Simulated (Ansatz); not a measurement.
**Cl3FZr···F (doublet): density, localisation and related maps**

```csv
atom,x (Å),y (Å),z (Å)
Zr,0.0125,0.0208,-0.0566
Cl,-0.0031,-0.0057,2.4189
Cl,2.1966,0.0169,-0.8689
Cl,-1.0827,1.9103,-0.8693
F,-0.8697,-1.5076,-0.7302
F,0.0034,0.0059,5.1085
```

Core potentials replace the inner electrons of Zr; not at a stationary point (largest force 1.3 eV/Å).

Method: UKS PBE-D4/def2-SVP (Ansatz).

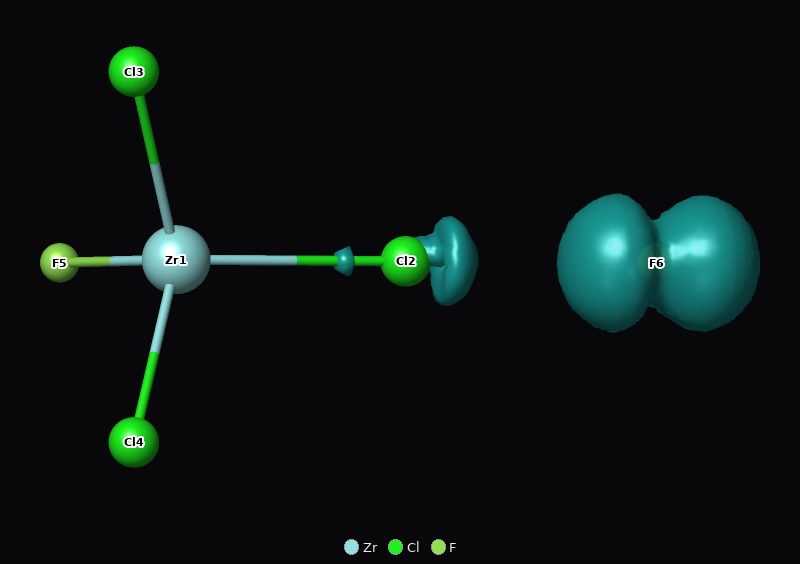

Figure 1. Isosurface of the spin density at +0.05 e/Å³ (teal), seen at a tilt.

### Where is the unpaired spin?

The unpaired spin (1 electron) lies mostly on F6 (about 0.9) and Cl2 (about 0.1), in electrons by Hirshfeld's partition.

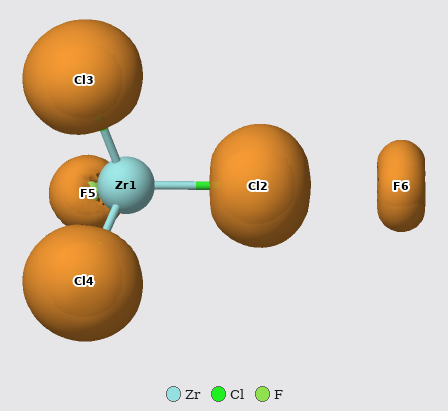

Figure 2. Isosurface of the electron localisation function at 0.8 (orange), seen across its widest extent. Core shells and regions of very low density are left out.

### What do the ELF domains correspond to?

At this value the surface marks out three regions wrapped around Cl (the valence shell of each) and two regions wrapped around F (the valence shell of each). Profiles from the grid: Cl2···F6 (2.69 Å): the ELF dips to about 0.05 between them. Zr–F (1.89 Å): the ELF peaks at about 0.85 in the valence shell of F, 0.5 Å from its nucleus, and drops to about 0.20 between the two atoms.

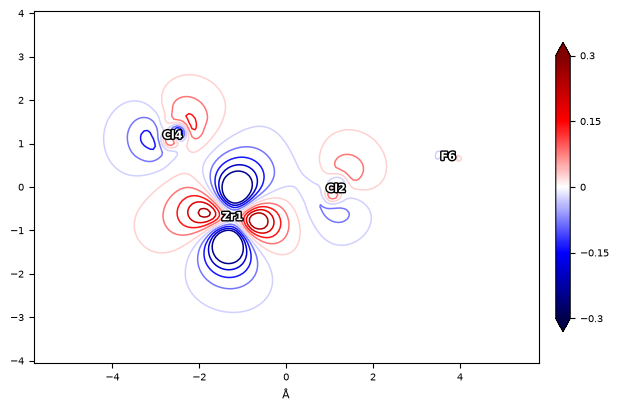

Figure 3. The LUMO (α) on the plane of atoms Cl2, Zr1 and Cl4 (values in Å⁻³ᐟ²; the overall sign is arbitrary).

### Where does this orbital lie, and at what energy?

Its weight (Hirshfeld) is mainly on Zr1 (about 70 %), Cl3 (about 10 %) and Cl4 (about 10 %). Its energy is −3.69 eV.
